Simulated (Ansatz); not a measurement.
A-type hexagonal La2O3, treated with r²SCAN (Ansatz, a program for electronic structure, PAW).

Settings: plane-wave cutoff 560 eV, 12×12×6 k mesh (along the axes of the cell as run), Fermi–Dirac smearing 0.01 eV, scalar-relativistic PAW data made under PBE.

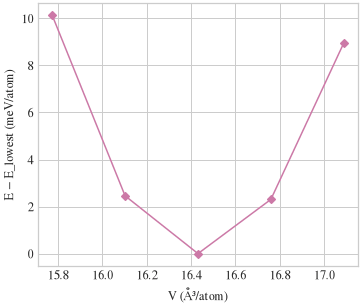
Total energy against volume

### Question
From the curve, estimate the equilibrium volume and the bulk modulus.

### Answer
V0 ≈ 16.4 Å³/atom and B0 ≈ 120 GPa; the fit gives V0 = 16.431 Å³/atom, B0 = 116 GPa, B′ = 3.6.

Shape and atoms are relaxed at each volume.

Measured, for comparison: bulk modulus 113 GPa (300 K, not corrected to a static lattice; as tabulated in Santana et al. (2016), arXiv:1608.06321); equilibrium volume per atom 16.44 Å³/atom (room temperature, not corrected to a static lattice, equation of state from high-pressure X-ray diffraction; as tabulated in Ibáñez et al. (2020), arXiv:2005.12956). Computed (rounded) less measured: bulk modulus +3 %, equilibrium volume per atom -0.1 %. A static lattice is as a rule a little smaller and stiffer than an uncorrected measurement, which narrows the difference in the bulk modulus and would widen misses of the other sign.

Note: the bulk modulus comes from volumes at which shape and atoms were relaxed.

Spin–orbit coupling is not included.

Static lattice: no zero-point or thermal effects.

Computing time: around 16 core-minutes (rough).
